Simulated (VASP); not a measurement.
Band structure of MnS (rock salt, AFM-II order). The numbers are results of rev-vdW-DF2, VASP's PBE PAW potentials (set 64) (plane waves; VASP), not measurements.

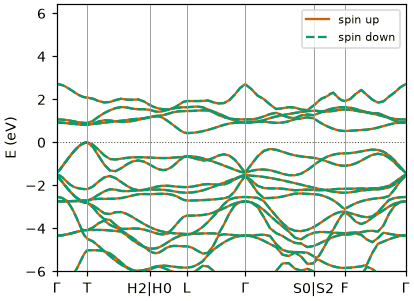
Fig. 1. Bands along high-symmetry lines, zero at the valence-band maximum or, without a gap, the Fermi level

**Question.** Read the plot: is there a gap, and where are the band edges?

**Answer.** The gap is indirect, 0.43 eV, from the valence maximum at T to the conduction minimum at L. (Edges off the drawn lines would not show.)

The compound is MnS in the rock salt, AFM-II order structure. It was relaxed first, which changed the volume by -8 %.
